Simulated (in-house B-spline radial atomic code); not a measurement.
# Er³⁺: density, ELF and screening along the radius

Aim: the shell structure of Er³⁺ in the radial density, the electron localisation function and the screened nuclear charge, under several settings.

Program: in-house B-spline radial atomic code version 1. Level of theory: several methods, spin-polarised, as named in each step; spherical all-electron atom at the radial basis limit. These are calculated values, not measurements, unless marked.

**1. Starting point**

* element: erbium (Z = 68)
* charge: +3
* electrons: 65
* configuration: [Xe] 4f11
* nucleus: point (non-relativistic runs) or finite (X2C runs)

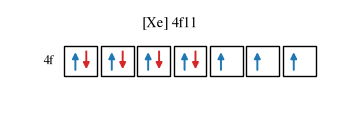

Outer shells as boxes.

Where spins are not typed, each open shell is filled with up spins first.

**2. LDA (VWN5), X2C, [Xe] 4f11**

Settings of the run:

```ini
Z = 68
electrons = 65.0
configuration = [Xe] 4f11
hamiltonian = x2c
method = lda,vwn
spin_polarised = True
nucleus = fermi
rms_radius = 5.2516
mass_number = 166
atomic_mass = 165.930301067
speed_of_light = 137.035999084
```

Run with:

```bash
> python run_scf.py task.json out
```

The settings of every run stand in task.json; they run in order.

The program writes no log. Results of the run, from its result record (rounded, main fields):

```text
{
  "status": "converged",
  "scf [iteration, energy, orbital gradient]": [
    [1, -13050.9586953, 0.664],
    [2, -13046.2765674, 1.14],
    [3, -13074.9005925, 0.178],
    [4, -13075.4384373, 0.0616],
    [5, -13075.4173676, 0.0503],
    [6, -13075.5047737, 0.0304],
    [7, -13075.5222645, 0.00125],
    [8, -13075.5222881, 0.00015],
    [9, -13075.522289, 4.09e-06],
    [10, -13075.522289, 1.41e-07]
  ],
  "energy [hartree]": {"total": -13075.522289, "kinetic": 14434.0144544, "nuclear": -32296.0934662, "coulomb": 5058.47766034, "xc": -271.920937575},
  "orbitals [hartree, bohr; first row names the columns]": [
    ["name", "occ", "eps", "<r>", "<r^2>", "<1/r>", "r_max"],
    ["1s up", 1.0, -2101.3638, 0.019637, 0.00053629, 83.819, 0.011983],
    ["1s down", 1.0, -2101.3638, 0.019637, 0.00053629, 83.819, 0.011983],
    ["2s up", 1.0, -354.07437, 0.085812, 0.0087624, 19.438, 0.07316],
    ["2s down", 1.0, -354.07208, 0.08581, 0.0087621, 19.438, 0.073159],
    ["2p up", 3.0, -314.2418, 0.07626, 0.0071174, 16.849, 0.059061],
    ["2p down", 3.0, -314.24013, 0.076259, 0.0071171, 16.849, 0.059061],
    ["3s up", 1.0, -80.322349, 0.22523, 0.058112, 6.9892, 0.20761],
    ["3s down", 1.0, -80.271695, 0.22515, 0.058073, 6.9922, 0.20757],
    ["3p up", 3.0, -68.141006, 0.22413, 0.058328, 6.2874, 0.20389],
    ["3p down", 3.0, -68.090795, 0.22404, 0.058281, 6.2902, 0.20384],
    ["3d up", 5.0, -52.474514, 0.20391, 0.048822, 5.8965, 0.16627],
    ["3d down", 5.0, -52.43526, 0.20381, 0.048766, 5.8991, 0.16622],
    ["4s up", 1.0, -16.852322, 0.50816, 0.29186, 2.9009, 0.47448],
    ["4s down", 1.0, -16.751274, 0.50826, 0.29199, 2.8999, 0.47445],
    ["4p up", 3.0, -12.820739, 0.53807, 0.32974, 2.5974, 0.49516],
    ["4p down", 3.0, -12.721552, 0.53828, 0.33002, 2.5961, 0.49513],
    ["4d up", 5.0, -7.3261003, 0.5824, 0.39392, 2.2804, 0.51174],
    ["4d down", 5.0, -7.2296799, 0.58305, 0.39492, 2.278, 0.51177],
    ["5s up", 1.0, -3.0370044, 1.2263, 1.6905, 1.0989, 1.1011],
    ["5s down", 1.0, -2.9920148, 1.2334, 1.7104, 1.0911, 1.1054],
    ["5p up", 3.0, -2.0614915, 1.4267, 2.3034, 0.91842, 1.2484],
    ["5p down", 3.0, -2.0282502, 1.4379, 2.3403, 0.90992, 1.2558],
    ["4f up", 7.0, -1.3541744, 0.76021, 0.74958, 1.7162, 0.50435],
    ["4f down", 4.0, -1.268583, 0.77406, 0.78405, 1.6982, 0.50563]
  ],
  "sum_r [bohr^k]": {"-1": 488.9565, "1": 34.04563, "2": 33.23806},
  "radius_at_0.001 [bohr]": 3.126,
  "radius_enclosing_fraction [bohr]": {"0.5": 0.3938, "0.9": 1.211, "0.99": 2.176},
  "slater [hartree]": {
    "F0(5p up,5p up)": 0.63108,
    "F2(5p up,5p up)": 0.34002,
    "F0(5p up,5p down)": 0.62863,
    "F2(5p up,5p down)": 0.3387,
    "F0(5p up,4f up)": 0.76004,
    "F2(5p up,4f up)": 0.25702,
    "G2(5p up,4f up)": 0.13166,
    "G4(5p up,4f up)": 0.10189,
    "F0(5p up,4f down)": 0.75738,
    "F2(5p up,4f down)": 0.25843,
    "F0(5p down,5p down)": 0.62622,
    "F2(5p down,5p down)": 0.33742,
    "F0(5p down,4f up)": 0.75518,
    "F2(5p down,4f up)": 0.25393,
    "F0(5p down,4f down)": 0.75256,
    "F2(5p down,4f down)": 0.25536,
    "G2(5p down,4f down)": 0.13345,
    "G4(5p down,4f down)": 0.10261,
    "F0(4f up,4f up)": 1.2267,
    "F2(4f up,4f up)": 0.57675,
    "F4(4f up,4f up)": 0.36059,
    "F6(4f up,4f up)": 0.25906,
    "F0(4f up,4f down)": 1.2174,
    "F2(4f up,4f down)": 0.57077,
    "F4(4f up,4f down)": 0.35654,
    "F6(4f up,4f down)": 0.25606,
    "F0(4f down,4f down)": 1.2083,
    "F2(4f down,4f down)": 0.56493,
    "F4(4f down,4f down)": 0.3526,
    "F6(4f down,4f down)": 0.25315
  }
}
```

Run time: 0.22 s. Hardware: 1 thread, shared host.

radius_at_0.001 is where the density falls to 0.001 electrons per bohr³.

The record's radial tables, every 2nd point:

| r (bohr) | 4πr²n (1/bohr) | ELF | screened charge r·V (e) | reduced gradient s | 4πr²(n↑−n↓) |
| --- | --- | --- | --- | --- | --- |
| 0.00354 | 41.77 | 0.9988 | 66.32 | 0.6547 | 0.00000 |
| 0.00536 | 62.50 | 0.9971 | 65.51 | 0.6230 | -0.00001 |
| 0.00812 | 83.19 | 0.9899 | 64.35 | 0.6390 | -0.00001 |
| 0.0123 | 93.70 | 0.9448 | 62.74 | 0.6987 | -0.00001 |
| 0.0186 | 87.47 | 0.6677 | 60.56 | 0.7429 | -0.00003 |
| 0.0282 | 80.71 | 0.3221 | 57.58 | 0.5303 | -0.0001437 |
| 0.0427 | 102.2 | 0.5439 | 53.59 | 0.2809 | -0.0006407 |
| 0.0646 | 122.1 | 0.7394 | 48.49 | 0.3972 | -0.0006487 |
| 0.0978 | 97.08 | 0.4033 | 42.37 | 0.4622 | 0.02188 |
| 0.148 | 103.3 | 0.5455 | 35.21 | 0.2145 | 0.2250 |
| 0.224 | 91.05 | 0.6825 | 27.57 | 0.4814 | 1.123 |
| 0.340 | 49.96 | 0.2609 | 20.07 | 0.2813 | 3.043 |
| 0.514 | 58.44 | 0.7160 | 12.84 | 0.3123 | 4.138 |
| 0.778 | 27.60 | 0.4163 | 7.677 | 0.5983 | 2.865 |
| 1.18 | 12.89 | 0.4864 | 4.633 | 0.5354 | 1.071 |
| 1.78 | 4.579 | 0.5636 | 3.283 | 1.097 | 0.1609 |
| 2.70 | 0.4279 | 0.08393 | 3.015 | 3.475 | 0.003195 |
| 4.09 | 0.006303 | 0.0002777 | 3.000 | 18.86 | -0.00008 |

**3. PBE, X2C, [Xe] 4f11**

Changes to the settings of step 2:

```diff
@@ -4,3 +4,3 @@
 hamiltonian = x2c
-method = lda,vwn
+method = pbe,pbe
 spin_polarised = True
```

Results of the run:

```text
{
  "status": "converged",
  "iterations": 10,
  "energy [hartree]": {"total": -13084.4641641, "kinetic": 14449.34491, "nuclear": -32311.9346514, "coulomb": 5059.08212735, "xc": -280.956550106},
  "orbitals [hartree, bohr; first row names the columns]": [
    ["name", "occ", "eps", "<r>"],
    ["1s up", 1.0, -2103.4651, 0.019619],
    ["1s down", 1.0, -2103.4651, 0.019619],
    ["2s up", 1.0, -354.37612, 0.085747],
    ["2s down", 1.0, -354.37493, 0.085746],
    ["2p up", 3.0, -314.3269, 0.076237],
    ["2p down", 3.0, -314.32604, 0.076237],
    ["3s up", 1.0, -80.406137, 0.22497],
    ["3s down", 1.0, -80.356974, 0.22489],
    ["3p up", 3.0, -68.162327, 0.22396],
    ["3p down", 3.0, -68.113413, 0.22386],
    ["3d up", 5.0, -52.467079, 0.20384],
    ["3d down", 5.0, -52.429684, 0.20372],
    ["4s up", 1.0, -16.888357, 0.50784],
    ["4s down", 1.0, -16.785498, 0.50792],
    ["4p up", 3.0, -12.839645, 0.53777],
    ["4p down", 3.0, -12.738438, 0.53794],
    ["4d up", 5.0, -7.3278051, 0.58215],
    ["4d down", 5.0, -7.2284717, 0.58273],
    ["5s up", 1.0, -3.0271337, 1.2266],
    ["5s down", 1.0, -2.9802443, 1.2344],
    ["5p up", 3.0, -2.0515259, 1.4267],
    ["5p down", 3.0, -2.0176467, 1.4384],
    ["4f up", 7.0, -1.3424697, 0.76047],
    ["4f down", 4.0, -1.2533909, 0.77498]
  ],
  "sum_r [bohr^k]": {"-1": 489.2262, "1": 34.04609, "2": 33.24769}
}
```

It took 0.24 s on 1 thread, shared host.

Fields along the radius, from the same record (one point in 4):

```
r (bohr)  4πr²n (1/bohr)      ELF  screened charge r·V (e)  reduced gradient s  4πr²(n↑−n↓)
 0.00354           41.87   0.9988                    66.32              0.6550      0.00004
 0.00812           83.31   0.9899                    64.35              0.6394      0.00007
  0.0186           87.46   0.6671                    60.56              0.7434      0.00003
  0.0427           102.2   0.5444                    53.59              0.2804   -0.0004760
  0.0979           96.95   0.4018                    42.35              0.4622      0.02090
   0.224           91.09   0.6830                    27.57              0.4825        1.118
   0.514           58.57   0.7167                    12.84              0.3118        4.144
    1.18           12.89   0.4870                    4.634              0.5321        1.071
    2.70          0.4291  0.08346                    3.015               3.439     0.002750
```

**4. Hartree-Fock, X2C, [Xe] 4f11**

Changes to the settings of step 3:

```diff
@@ -4,3 +4,3 @@
 hamiltonian = x2c
-method = pbe,pbe
+method = hf
 spin_polarised = True
```

Results of the run:

```text
{
  "status": "converged",
  "iterations": 12,
  "energy [hartree]": {"total": -13079.9655199, "kinetic": 14445.0992468, "nuclear": -32312.3512776, "coulomb": 5062.74103242, "exact_exchange": -275.454521537},
  "orbitals [hartree, bohr; first row names the columns]": [
    ["name", "occ", "eps", "<r>"],
    ["1s up", 1.0, -2124.2742, 0.019613],
    ["1s down", 1.0, -2124.2743, 0.019613],
    ["2s up", 1.0, -362.59893, 0.085661],
    ["2s down", 1.0, -362.59665, 0.085659],
    ["2p up", 3.0, -321.32437, 0.076263],
    ["2p down", 3.0, -321.32273, 0.076261],
    ["3s up", 1.0, -84.282194, 0.2243],
    ["3s down", 1.0, -84.192635, 0.22415],
    ["3p up", 3.0, -71.434469, 0.22351],
    ["3p down", 3.0, -71.333291, 0.22329],
    ["3d up", 5.0, -54.970682, 0.2038],
    ["3d down", 5.0, -54.862462, 0.20344],
    ["4s up", 1.0, -18.705296, 0.50837],
    ["4s down", 1.0, -18.484861, 0.50822],
    ["4p up", 3.0, -14.377043, 0.53791],
    ["4p down", 3.0, -14.134666, 0.53791],
    ["4d up", 5.0, -8.4095769, 0.58358],
    ["4d down", 5.0, -8.0966913, 0.58441],
    ["5s up", 1.0, -3.4687349, 1.2464],
    ["5s down", 1.0, -3.4003614, 1.2577],
    ["5p up", 3.0, -2.3054699, 1.4361],
    ["5p down", 3.0, -2.2551586, 1.4535],
    ["4f up", 7.0, -1.8084419, 0.73755],
    ["4f down", 4.0, -1.645781, 0.75733]
  ],
  "sum_r [bohr^k]": {"-1": 489.2152, "1": 33.9425, "2": 32.99006}
}
```

Run time: 0.39 s. Hardware: 1 thread, shared host.

The record's radial tables, every 4th point:

| r (bohr) | 4πr²n (1/bohr) | ELF | screened charge r·V (e) | reduced gradient s | 4πr²(n↑−n↓) |
| --- | --- | --- | --- | --- | --- |
| 0.00355 | 41.96 | 0.9988 | 66.31 | 0.6537 | -0.00001 |
| 0.00815 | 83.48 | 0.9899 | 64.34 | 0.6392 | -0.00003 |
| 0.0187 | 87.31 | 0.6614 | 60.53 | 0.7437 | -0.0001400 |
| 0.0429 | 102.6 | 0.5490 | 53.53 | 0.2795 | -0.001837 |
| 0.0985 | 96.46 | 0.3954 | 42.25 | 0.4601 | 0.01216 |
| 0.226 | 89.95 | 0.6776 | 27.39 | 0.4909 | 1.172 |
| 0.518 | 58.76 | 0.7187 | 12.65 | 0.3139 | 4.351 |
| 1.19 | 12.50 | 0.4843 | 4.572 | 0.5411 | 0.9875 |
| 2.73 | 0.3851 | 0.1052 | 3.012 | 3.672 | -0.01063 |

**5. Hartree-Fock, non-rel., [Xe] 4f10 5d1**

Settings of the run:

```ini
Z = 68
electrons = 65.0
configuration = [Xe] 4f10 5d1
hamiltonian = nr
method = hf
spin_polarised = True
```

Results of the run:

```text
{
  "status": "converged",
  "iterations": 11,
  "energy [hartree]": {"total": -12496.2551279, "kinetic": 12496.2551618, "nuclear": -29637.8784159, "coulomb": 4905.11093845, "exact_exchange": -259.742812238},
  "orbitals [hartree, bohr; first row names the columns]": [
    ["name", "occ", "eps", "<r>"],
    ["1s up", 1.0, -1983.3003, 0.022294],
    ["1s down", 1.0, -1983.3007, 0.022294],
    ["2s up", 1.0, -325.73017, 0.094529],
    ["2s down", 1.0, -325.72043, 0.094525],
    ["2p up", 3.0, -310.43833, 0.080192],
    ["2p down", 3.0, -310.43112, 0.080188],
    ["3s up", 1.0, -75.681893, 0.2418],
    ["3s down", 1.0, -75.525706, 0.24152],
    ["3p up", 3.0, -68.716601, 0.23201],
    ["3p down", 3.0, -68.554326, 0.23166],
    ["3d up", 5.0, -55.899421, 0.2052],
    ["3d down", 5.0, -55.734535, 0.20468],
    ["4s up", 1.0, -16.914869, 0.54235],
    ["4s down", 1.0, -16.609826, 0.54265],
    ["4p up", 3.0, -14.056039, 0.55359],
    ["4p down", 3.0, -13.718914, 0.55411],
    ["4d up", 5.0, -8.9234937, 0.58086],
    ["4d down", 5.0, -8.4841004, 0.58264],
    ["5s up", 1.0, -3.3272527, 1.3147],
    ["5s down", 1.0, -3.2152959, 1.3236],
    ["5p up", 3.0, -2.4155297, 1.4483],
    ["5p down", 3.0, -2.300564, 1.462],
    ["4f up", 7.0, -2.3937517, 0.68682],
    ["4f down", 3.0, -2.1609038, 0.70023],
    ["5d up", 1.0, -1.2195031, 1.9544]
  ],
  "sum_r [bohr^k]": {"-1": 435.8512, "1": 35.09595, "2": 36.26529}
}
```

Run time: 0.26 s. Hardware: 1 thread, shared host.

Fields along the radius, from the same record (one point in 4):

```csv
r (bohr),4πr²n (1/bohr),ELF,screened charge r·V (e),reduced gradient s,4πr²(n↑−n↓)
0.00383,24.58,0.9986,66.35,0.4288,-0.0001469
0.00902,67.82,0.9906,64.26,0.5311,-0.0004227
0.0212,83.87,0.6724,60.07,0.6982,-0.0009836
0.0499,103.9,0.5890,52.24,0.2724,0.0001470
0.117,93.93,0.3595,39.78,0.3628,0.1415
0.276,64.66,0.4159,24.12,0.5677,3.038
0.650,43.32,0.6455,9.841,0.5169,5.199
1.53,7.866,0.6847,3.782,0.7141,0.9180
3.60,0.08019,0.008443,3.004,5.731,0.05582
```

**6. Results**

| run | total energy (hartree) | highest level (eV) | radius holding 50 / 90 / 99 % (bohr) | radius at n = 0.001 (bohr) | ELF minima on the full grid (bohr) |
| --- | --- | --- | --- | --- | --- |
| LDA (VWN5), X2C, [Xe] 4f11 | -13075.5223 | -34.520 | 0.394 / 1.21 / 2.18 | 3.13 | 0.028, 0.12, 0.34, 0.96 |
| PBE, X2C, [Xe] 4f11 | -13084.4642 | -34.107 | 0.394 / 1.21 / 2.18 | 3.13 | 0.028, 0.12, 0.34, 0.96 |
| Hartree-Fock, X2C, [Xe] 4f11 | -13079.9655 | -44.784 | 0.394 / 1.20 / 2.17 | 3.12 | 0.028, 0.12, 0.34, 0.97 |
| Hartree-Fock, non-rel., [Xe] 4f10 5d1 | -12496.2551 | -33.184 | 0.400 / 1.26 / 2.34 | 3.35 | 0.033, 0.12, 0.34, 1.00 |

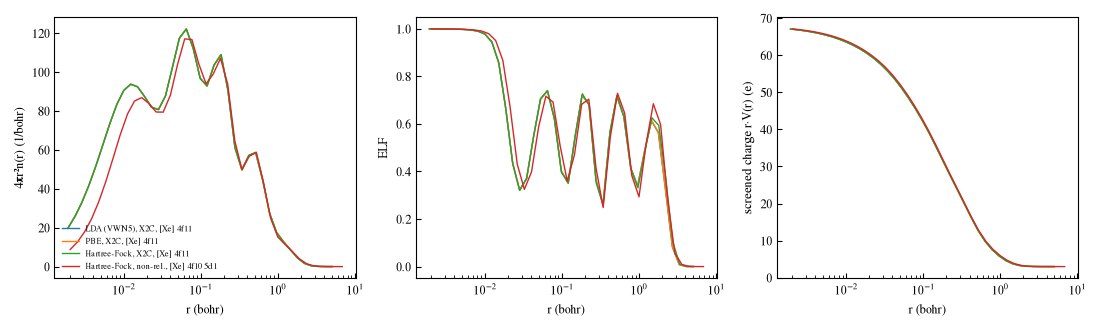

Radial density, ELF and screened nuclear charge of all runs.

**Reading.** In the first run ELF has 4 minima on the grid, which mark the borders between shells. On the record's full grid the screened charge (r times the electrostatic potential) falls from 67.9 near the nucleus to 3.00 at 5.0 bohr; far out it tends to the net charge, 3. The radius that holds 99 % of the electrons runs from 2.17 bohr (Hartree-Fock, X2C, [Xe] 4f11) to 2.34 bohr (Hartree-Fock, non-rel., [Xe] 4f10 5d1). The grid is coarse (about 23 % a step), so the places of minima are rough. For X2C runs ELF uses the non-relativistic kinetic energy density, and the fields carry no picture-change correction.
